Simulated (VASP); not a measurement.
Band structure of Ru (hcp). Computed with PBEsol GGA, VASP's PBE PAW potentials (set 64) (plane waves; VASP).

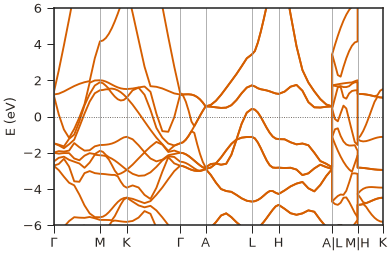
Figure. Bands along high-symmetry lines, zero at the valence-band maximum or, without a gap, the Fermi level

Q: Read the plot: is there a gap, and where are the band edges?

A: It has no gap at this level: it comes out as a metal or semimetal. (Edges off the drawn lines would not show.)

The compound is Ru in the hcp structure. It was relaxed first.
